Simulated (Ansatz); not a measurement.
# BH6SbSi: rigid scan of one bond length in Python

Aim: a rigid scan of one bond length, for BH6SbSi, run from a script.

Program: Ansatz 0.2.0, driven from Python. Level of theory: CAM-B3LYP/def2-SVP. These are calculated values, not measurements.

## 1. The structure

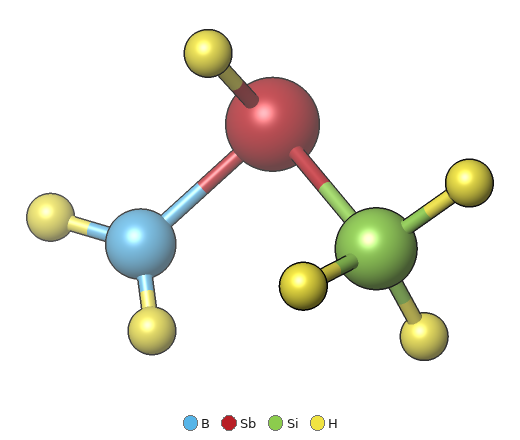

The starting structure, viewed from a chosen angle; boron blue, antimony red, silicon green, hydrogen yellow.

The script holds or builds the structure itself.

## 2. The code

scan.py

```python
"""Stretching a bond of BH6SbSi, the rest held rigid."""

import ansatz as az
import matplotlib.pyplot as plt
import numpy as np

GEOMETRY = """
B    -1.22890    1.03250   -0.90620
Sb    0.94330    0.91960   -0.76380
Si    0.74780   -1.23210    0.51630
H    -1.88210    0.14850   -0.69470
H    -1.77280    2.09290   -1.25390
H     0.97240    1.91040    0.70300
H     2.11180   -1.54490    1.13580
H     0.42130   -2.30130   -0.38600
H    -0.22430   -1.07180    1.63230
"""

bh6sbsi = az.Crystal.molecule()
for line in GEOMETRY.strip().splitlines():
    symbol, *xyz = line.split()
    bh6sbsi = bh6sbsi.atom(symbol, [float(v) for v in xyz])

symbols = [site.symbol for site in bh6sbsi.cartesian_sites]
start = np.array([site.position_ang for site in bh6sbsi.cartesian_sites])
axis = (start[2] - start[1]) / np.linalg.norm(start[2] - start[1])
moving = [2, 6, 7, 8]
lengths, energies = [2.13, 2.31, 2.51, 2.76, 3.14, 3.77, 4.52, 5.52], []
for length in lengths:
    xyz = start.copy()
    xyz[moving] += (length - np.linalg.norm(start[2] - start[1])) * axis
    point = az.Crystal.molecule()
    for symbol, xyz in zip(symbols, xyz):
        point = point.atom(symbol, xyz.tolist())
    calc = (
        point.calculation()
        .basis(gaussian="def2-SVP")  # atom-centred Gaussian functions
        .functional("cam_b3lyp")  # level of theory
    )
    report = calc.run(threads=1, backend="cpu").report
    energies.append(report["free_energy_ev"])
    print(f"r = {length:6.3f} A  E = {energies[-1]:.5f} eV  <S^2> = {abs(report['mean_field']['state']['spin_squared']):.3f}")

print("energy above the lowest point (eV):", [round(e - min(energies), 3) for e in energies])
plt.figure(figsize=(4.5, 3))
plt.plot(lengths, np.array(energies) - min(energies), "o-")
plt.xlabel("bond length (A)")
plt.ylabel("E - E(min) (eV)")
plt.tight_layout()
plt.savefig("scan.png", dpi=100)
```

## 3. The input behind the calls

The package turns the script's settings into the engine's input (first run):

```yaml
crystal:
  periodic: [false, false, false]
  atoms:
    - { symbol: B, position_ang: [-1.2289, 1.0325, -0.9062] }
    - { symbol: Sb, position_ang: [0.9433, 0.9196, -0.7638] }
    - { symbol: Si, position_ang: [0.7774842985825743, -0.905390510178389, 0.32193237536801406] }
    - { symbol: H, position_ang: [-1.8821, 0.1485, -0.6947] }
    - { symbol: H, position_ang: [-1.7728, 2.0929, -1.2539] }
    - { symbol: H, position_ang: [0.9724, 1.9104, 0.703] }
    - { symbol: H, position_ang: [2.1414842985825744, -1.218190510178389, 0.941432375368014] }
    - { symbol: H, position_ang: [0.4509842985825742, -1.974590510178389, -0.580367624631986] }
    - { symbol: H, position_ang: [-0.1946157014174258, -0.7450905101783891, 1.4379323753680142] }
basis:
  gaussian:
    orbitals: def2-SVP
hamiltonian:
  xc: cam_b3lyp
```

## 4. Launch

On the command line:

```sh
python scan.py
```

Standard output:

```text
r =  2.130 A  E = -15182.13220 eV  <S^2> = 0.000
r =  2.310 A  E = -15183.29642 eV  <S^2> = 0.000
r =  2.510 A  E = -15183.73753 eV  <S^2> = 0.000
r =  2.760 A  E = -15183.65013 eV  <S^2> = 0.000
r =  3.140 A  E = -15182.99381 eV  <S^2> = 0.000
r =  3.770 A  E = -15181.75554 eV  <S^2> = 0.000
r =  4.520 A  E = -15180.66478 eV  <S^2> = 0.000
r =  5.520 A  E = -15179.81436 eV  <S^2> = 0.000
energy above the lowest point (eV): [1.605, 0.441, 0.0, 0.087, 0.744, 1.982, 3.073, 3.923]
```

Run time: 30 s. Hardware: 1 thread of Arm Neoverse V1, shared host; peak memory 0.3 GiB.

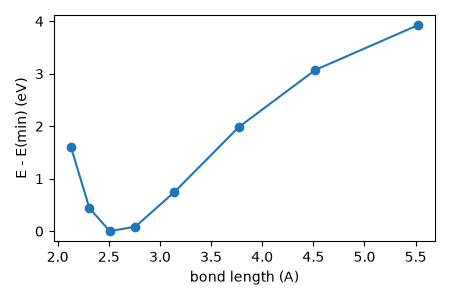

The script's own figure, scan.png.

## 5. What changed from run to run

The engine's inputs for some of the other runs:

Run 2, against run 1:

```diff
@@ -6 +6 @@
-    - { symbol: Si, position_ang: [0.7774842985825743, -0.905390510178389, 0.32193237536801406] }
+    - { symbol: Si, position_ang: [0.7634717040965946, -1.0596150603343093, 0.41368440708925475] }
@@ -10,3 +10,3 @@
-    - { symbol: H, position_ang: [2.1414842985825744, -1.218190510178389, 0.941432375368014] }
-    - { symbol: H, position_ang: [0.4509842985825742, -1.974590510178389, -0.580367624631986] }
-    - { symbol: H, position_ang: [-0.1946157014174258, -0.7450905101783891, 1.4379323753680142] }
+    - { symbol: H, position_ang: [2.1274717040965947, -1.3724150603343093, 1.0331844070892546] }
+    - { symbol: H, position_ang: [0.4369717040965946, -2.1288150603343095, -0.48861559291074524] }
+    - { symbol: H, position_ang: [-0.20862829590340543, -0.8993150603343095, 1.5296844070892548] }
```

Run 5, against run 1:

```diff
@@ -6 +6 @@
-    - { symbol: Si, position_ang: [0.7774842985825743, -0.905390510178389, 0.32193237536801406] }
+    - { symbol: Si, position_ang: [0.6988580739667996, -1.770761597164386, 0.8367632200260866] }
@@ -10,3 +10,3 @@
-    - { symbol: H, position_ang: [2.1414842985825744, -1.218190510178389, 0.941432375368014] }
-    - { symbol: H, position_ang: [0.4509842985825742, -1.974590510178389, -0.580367624631986] }
-    - { symbol: H, position_ang: [-0.1946157014174258, -0.7450905101783891, 1.4379323753680142] }
+    - { symbol: H, position_ang: [2.0628580739667997, -2.083561597164386, 1.4562632200260865] }
+    - { symbol: H, position_ang: [0.37235807396679954, -2.839961597164386, -0.06553677997391344] }
+    - { symbol: H, position_ang: [-0.27324192603320047, -1.610461597164386, 1.9527632200260867] }
```

Run 7, against run 1:

```diff
@@ -6 +6 @@
-    - { symbol: Si, position_ang: [0.7774842985825743, -0.905390510178389, 0.32193237536801406] }
+    - { symbol: Si, position_ang: [0.5914281829076223, -2.9531498150264404, 1.5401954632222643] }
@@ -10,3 +10,3 @@
-    - { symbol: H, position_ang: [2.1414842985825744, -1.218190510178389, 0.941432375368014] }
-    - { symbol: H, position_ang: [0.4509842985825742, -1.974590510178389, -0.580367624631986] }
-    - { symbol: H, position_ang: [-0.1946157014174258, -0.7450905101783891, 1.4379323753680142] }
+    - { symbol: H, position_ang: [1.9554281829076223, -3.26594981502644, 2.1596954632222642] }
+    - { symbol: H, position_ang: [0.2649281829076223, -4.02234981502644, 0.6378954632222643] }
+    - { symbol: H, position_ang: [-0.38067181709237774, -2.7928498150264405, 2.6561954632222644] }
```

Lines on the test bed's own set-up are left out of the output.

## 6. What each run gave

The 8 runs, in the order started:

```csv
run,distance (Å),energy from run 3 (eV),SCF cycles,CPU time (s)
1,2.13,1.6053,17,3.8
2,2.31,0.4411,17,3.7
3,2.51,0.0000,16,3.9
4,2.76,0.0874,17,3.6
5,3.14,0.7437,17,3.5
6,3.77,1.9820,18,3.5
7,4.52,3.0728,19,3.5
8,5.52,3.9232,20,3.4
```

## 7. What came out

```
                  quantity     value
             runs compared         8
           range of energy  3.923 eV
lowest point, distance (Å)      2.51
```

The lowest point, at 2.51, lies inside the range. The ends stand 1.61 and 3.92 eV above it. The distance scanned is the script's pair 1, 2. The rest of the molecule is held rigid at a force-field or estimated start geometry, and the basis set is modest; single-reference methods fail as a bond breaks. def2 sets replace the cores of elements past krypton by effective core potentials. The orbitals are restricted, so S² is zero by construction. Toward dissociation an unrestricted state lies under the restricted one, by 1 to 2 eV or more.
